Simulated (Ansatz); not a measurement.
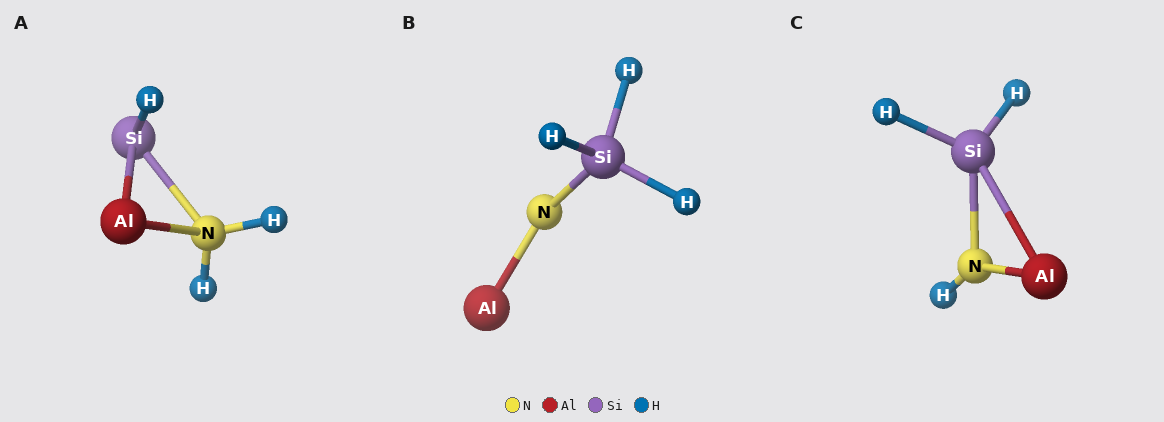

3 stationary structures of one formula. Charge 0, doublet. Geometries: PBE-D4/def2-SVP. Electronic energies: PBE-D4/def2-SVP (Ansatz 0.2.0), without zero-point energy. No frequency run is at hand to confirm each as a minimum.

**Which is lowest in energy, and by how much?**

C is lowest (Cs); A lies 3.4 kcal/mol above it (C1), B lies 15.2 kcal/mol above it.
